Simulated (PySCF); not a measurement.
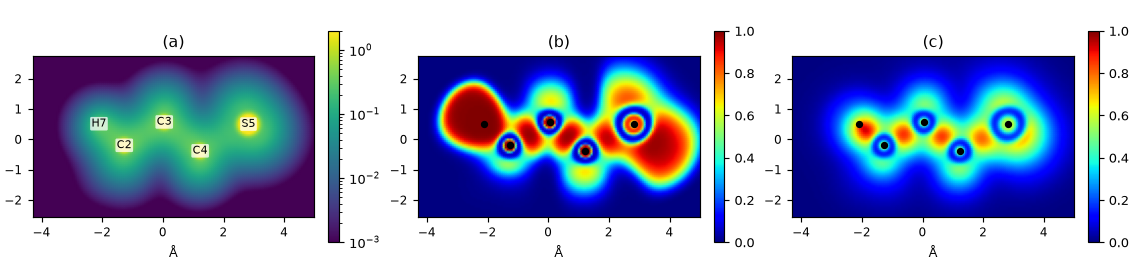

C3H8OS, SMILES `OCCCS`. Three fields in the plane of C2, C3, C4, S5 and H7.

Level of theory: HF/def2-TZVP (PySCF), at a geometry from GFN2-xTB. No frequency check shows the geometry to be a minimum. GFN2-xTB bond lengths at metals and heavier atoms can be off by up to 0.1 Å and shapes distorted, which carries into these values.

**The panels show, in some order, the electron localisation function (ELF), localised orbital locator (LOL) and electron density. Which is which?**

(a) is the electron density: it is positive everywhere and peaks at the nuclei. (b) is the electron localisation function (ELF): it runs from 0 to 1 and is close to 1 over wide basins that fill the valence regions. (c) is the localised orbital locator (LOL): it runs from 0 to 1, peaks where electrons are localised, as in bonds, and fades smoothly outside.
